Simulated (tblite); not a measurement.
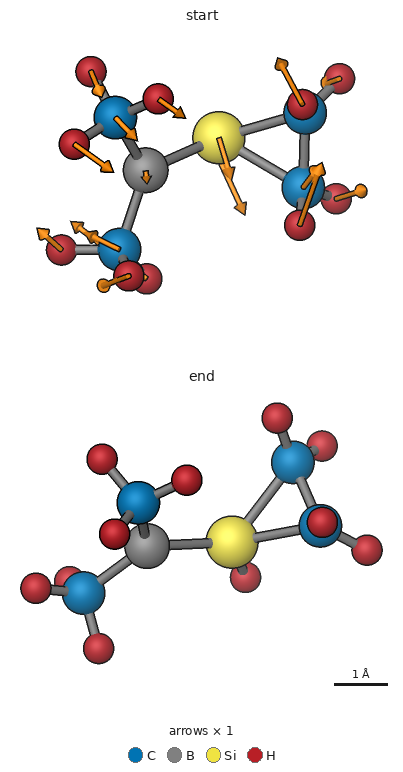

The structure of C₄H₁₁BSi before (top) and after (bottom) a relaxation, at one scale. The orange arrows give the displacements, at their true length.

A ball-and-stick model, seen at a tilt.

Theory: GFN2-xTB geometry optimisation, gas phase (tblite 0.8.0). 

Question: What changed between the two?

Answer: An H atom moves most after the best rigid fit: 1.95 Å. Largest moves by element: H 1.95 Å, Si 0.88 Å, C 0.87 Å, B 0.28 Å. Near-neighbour distances that change, for instance: C–H 1.115 → 1.080 Å, C–C 1.477 → 1.504 Å, B–Si 1.947 → 1.921 Å, C–Si 1.890 → 1.911 Å. Among the angles between lasting bonds that change: C–Si–H 122.3° → 108.3°, B–Si–C 108.3° → 120.0°, H–C–H 120.9° → 112.0°. Groups turn about B–C by about 55°, B–C by about 45°. After 138 geometry steps the energy has fallen by 0.661 eV. The run took 3.2 s on 1 thread of Intel(R) Xeon(R) Processor @ 2.50GHz, on a shared host.
